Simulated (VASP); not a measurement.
Band structure of AlP (relaxed from the zinc blende structure, space group F-43m). Computed with PBE GGA, VASP's PBE PAW potentials (set 64) (plane waves; VASP 6.6.1).

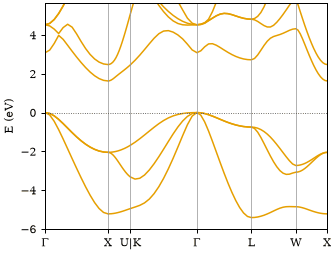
Fig. 1. Bands along high-symmetry lines, zero at the valence-band maximum or, without a gap, the Fermi level

Question: Read the plot: is there a gap, and where are the band edges?

Answer: The gap is indirect, 1.63 eV, from the valence maximum at Γ to the conduction minimum at X. (Edges off the drawn lines would not show.)

The structure was generated: AlP was put into the zinc blende type (F-43m), which need not be its known phase. It was relaxed first, which changed the volume by +14 %.
